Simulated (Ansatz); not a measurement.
**AlGeH4Cl (SMILES [Cl][AlH][GeH3]) at r2SCAN0/def2-SVP**

Aim: the electronic atomisation energy of AlGeH4Cl at r2SCAN0/def2-SVP, from 5 runs. 

The results are computed with Ansatz 0.2.0.

66 further runs of the same task are left out: 66 set aside as unsound or not needed. Runs told in other sessions of the task aren't counted.

## 1. Starting point

The species is AlGeH4Cl (7 atoms), meant as a singlet with charge 0. As SMILES, `[Cl][AlH][GeH3]`. The coordinates come from a PBE0-D4/def2-TZVP relaxation.

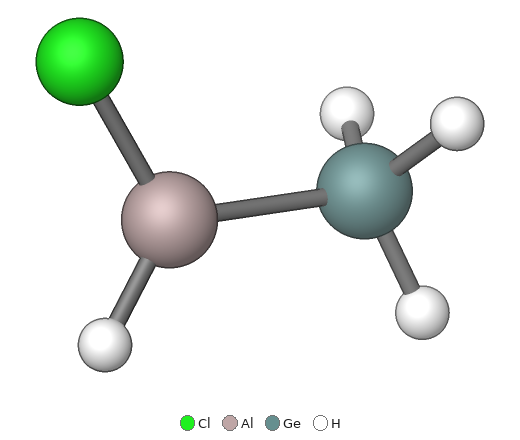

Viewed from a chosen angle; chlorine green, aluminium light grey, germanium teal, hydrogen white.

## 2. A single-point energy at r2SCAN0/def2-SVP

run.yaml reads:

```yaml
crystal:
  periodic: [false, false, false]
  atoms:
    - {symbol: Cl, position_ang: [-2.499300, -1.527200, -0.126900]}
    - {symbol: Al, position_ang: [-0.425400, -1.314700, 0.144500]}
    - {symbol: Ge, position_ang: [0.501100, 0.959800, -0.093300]}
    - {symbol: H, position_ang: [0.379500, -2.632000, 0.480000]}
    - {symbol: H, position_ang: [0.225700, 1.522500, -1.499900]}
    - {symbol: H, position_ang: [-0.144000, 1.926400, 0.916800]}
    - {symbol: H, position_ang: [2.023700, 0.997300, 0.133100]}
basis:
  gaussian:
    orbitals: def2-SVP
hamiltonian:
  xc: {name: r2SCAN0}
accuracy: high
output:
  orbitals: {seedname: orbitals}
```

The run is started by

```bash
$ ansatz run run.yaml --threads 1 --pin off --max-ram 2610MiB --events-out events.jsonl --progress --plain --runs-dir runs
```

The log of the run:

```text
Warning: RAYON_NUM_THREADS=1 ignored (pool sized by the plan → 1); use --threads N
Functional definition: r2SCAN0
  name "r2SCAN0"
  parameter a = 0.25
  parameter k0 = 0.174
  parameter k1 = 0.065
  parameter a1 = 4.9479
  exchange = (1 - a)*r2scan_x(k0 = k0, k1 = k1, a1 = a1) + a*exact_x
  correlation = r2scan_c
1768 factors; integrals over basis functions are off by at most 6.3e-9 eV
mean field evaluation 1: about -75688.5565 eV, gradient 1.5e1 eV
mean field evaluation 2: about -75688.7996 eV, gradient 1.1e1 eV
mean field evaluation 4: about -75689.0950 eV, gradient 2.3e-1 eV
mean field evaluation 8: about -75689.1693 eV, gradient 8.1e-2 eV
mean field evaluation 16: about -75689.1693 eV, gradient 1.3e-5 eV
mean field -75689.16932964 eV, -2781.5256689025 hartree, gradient 9.7e-8 eV, S^2 0.000000; 0 other end points of the search recorded, 0 dependent functions left out
reference -75689.16933030 eV, -2781.5256689271 hartree; 33, 33 occupied and 55, 55 virtual orbitals, 1768 factors
Total energy: -75689.16933030 eV, -2781.5256689271 hartree
```

Run time: 21 s. Hardware: 1 thread of Arm Neoverse V1, shared host; peak memory 0.36 GiB.

## 3. The Al atom at the same level

molecule.yaml reads:

```yaml
crystal:
  periodic: [false, false, false]
  atoms:
    - {symbol: Al, position_ang: [0.000000, 0.000000, 0.000000]}
basis:
  gaussian: {orbitals: def2-SVP}
accuracy: high
hamiltonian: {xc: {name: r2SCAN0}}
magnetization: {spin_polarized: true, initial_magnetization: 1}
```

Run the same way, it converges to -242.24436 Eh (log not shown).

## 4. The Cl atom, same level

molecule.yaml reads:

```yaml
crystal:
  periodic: [false, false, false]
  atoms:
    - symbol: Cl
      position_ang: [0.000000, 0.000000, 0.000000]
basis:
  gaussian: {orbitals: def2-SVP}
magnetization: {spin_polarized: true, initial_magnetization: 1}
hamiltonian: {xc: {name: r2SCAN0}}
accuracy: high
```

The run is started by

```bash
$ ansatz run molecule.yaml --threads 1 --pin off --max-ram 2610MiB --events-out events.jsonl --progress --plain --runs-dir runs
```

The log of the run:

```text
Warning: RAYON_NUM_THREADS=1 ignored (pool sized by the plan → 1); use --threads N
Functional definition: r2SCAN0
  name "r2SCAN0"
  parameter a = 0.25
  parameter k0 = 0.174
  parameter k1 = 0.065
  parameter a1 = 4.9479
  exchange = (1 - a)*r2scan_x(k0 = k0, k1 = k1, a1 = a1) + a*exact_x
  correlation = r2scan_c
134 factors; integrals over basis functions are off by at most 2.6e-9 eV
mean field evaluation 1: about -12516.0787 eV, gradient 3.3e0 eV
mean field evaluation 2: about -12516.1453 eV, gradient 6.6e-1 eV
mean field evaluation 4: about -12516.1476 eV, gradient 6.9e-1 eV
mean field evaluation 8: about -12516.1507 eV, gradient 3.6e-3 eV
mean field evaluation 16: about -12516.1507 eV, gradient 3.5e-9 eV
mean field -12516.15067113 eV, -459.9600534123 hartree, gradient 3.9e-9 eV, S^2 0.753390; 0 other end points of the search recorded, 0 dependent functions left out
reference -12516.15067139 eV, -459.9600534219 hartree; 9, 8 occupied and 9, 10 virtual orbitals, 134 factors
Total energy: -12516.15067139 eV, -459.9600534219 hartree
```

Wall time 2.1 s (1 thread of Arm Neoverse V1, shared host); peak memory 0.12 GiB.

## 5. The Ge atom

input.yaml reads:

```yaml
crystal:
  periodic: [false, false, false]
  atoms:
    - {symbol: Ge, position_ang: [0.000000, 0.000000, 0.000000]}
basis:
  gaussian:
    orbitals: def2-SVP
hamiltonian:
  xc: {name: r2SCAN0}
accuracy: high
magnetization:
  spin_polarized: true
  initial_magnetization: 2
```

The run is started by

```bash
$ ansatz run input.yaml --threads 1 --pin off --max-ram 2610MiB --events-out events.jsonl --progress --plain --runs-dir runs
```

The log of the run:

```text
Warning: RAYON_NUM_THREADS=1 ignored (pool sized by the plan → 1); use --threads N
Functional definition: r2SCAN0
  name "r2SCAN0"
  parameter a = 0.25
  parameter k0 = 0.174
  parameter k1 = 0.065
  parameter a1 = 4.9479
  exchange = (1 - a)*r2scan_x(k0 = k0, k1 = k1, a1 = a1) + a*exact_x
  correlation = r2scan_c
315 factors; integrals over basis functions are off by at most 3.9e-9 eV
mean field evaluation 1: about -56507.9294 eV, gradient 3.5e0 eV
mean field evaluation 2: about -56507.9937 eV, gradient 2.1e0 eV
mean field evaluation 4: about -56508.0034 eV, gradient 7.7e-2 eV
mean field evaluation 8: about -56508.0068 eV, gradient 2.9e-4 eV
mean field evaluation 16: about -56508.0068 eV, gradient 1.3e-8 eV
mean field -56508.00677190 eV, -2076.6309463648 hartree, gradient 4.4e-8 eV, S^2 2.005029; 0 other end points of the search recorded, 0 dependent functions left out
reference -56508.00677369 eV, -2076.6309464304 hartree; 17, 15 occupied and 15, 17 virtual orbitals, 315 factors
Total energy: -56508.00677369 eV, -2076.6309464304 hartree
```

Wall time 4.2 s (1 thread of Arm Neoverse V1, shared host); peak memory 0.14 GiB.

## 6. The H atom at the same level

Changes to molecule.yaml since step 4:

```diff
@@ -3,4 +3,3 @@
   atoms:
-    - symbol: Cl
-      position_ang: [0.000000, 0.000000, 0.000000]
+    - {symbol: H, position_ang: [0.000000, 0.000000, 0.000000]}
 basis:
```

The run is started by

```bash
$ ansatz run molecule.yaml --threads 1 --pin off --max-ram 2610MiB --events-out events.jsonl --progress --plain --runs-dir runs
```

The log of the run:

```text
Warning: RAYON_NUM_THREADS=1 ignored (pool sized by the plan → 1); use --threads N
Functional definition: r2SCAN0
  name "r2SCAN0"
  parameter a = 0.25
  parameter k0 = 0.174
  parameter k1 = 0.065
  parameter a1 = 4.9479
  exchange = (1 - a)*r2scan_x(k0 = k0, k1 = k1, a1 = a1) + a*exact_x
  correlation = r2scan_c
15 factors; integrals over basis functions are off by at most 8.9e-10 eV
mean field evaluation 1: about -13.5812 eV, gradient 5.2e-1 eV
mean field evaluation 2: about -13.5847 eV, gradient 5.9e-2 eV
mean field evaluation 4: about -13.5846 eV, gradient 1.1e-5 eV
mean field evaluation 8: about -13.5846 eV, gradient 1.5e-8 eV
mean field -13.58464121 eV, -0.4992263564 hartree, gradient 1.5e-8 eV, S^2 0.750000; 0 other end points of the search recorded, 0 dependent functions left out
reference -13.58464187 eV, -0.4992263807 hartree; 1, 0 occupied and 4, 5 virtual orbitals, 15 factors
Total energy: -13.58464187 eV, -0.4992263807 hartree
```

Wall time 0.45 s (1 thread of Arm Neoverse V1, shared host).

## 7. Results

At r2SCAN0/def2-SVP:

| quantity | value |
| --- | --- |
| molecule: total energy | -2781.52567 Eh |
| molecule: HOMO energy | -7.95 eV |
| molecule: LUMO energy | -1.80 eV |
| molecule: HOMO–LUMO gap | 6.14 eV |
| Al atom: total energy | -242.24436 Eh |
| Al atom: ⟨S²⟩ | 0.756 |
| Cl atom: total energy | -459.96005 Eh |
| Cl atom: ⟨S²⟩ | 0.753 |
| Ge atom: total energy | -2076.63095 Eh |
| Ge atom: ⟨S²⟩ | 2.005 |
| H atom: total energy | -0.49923 Eh |
| H atom: ⟨S²⟩ | 0.750 |
| electronic atomisation energy | 18.869 eV |

**Reading.** Taking the molecule apart into free atoms costs 18.87 eV (1821 kJ/mol), before zero-point energy and without spin-orbit coupling.
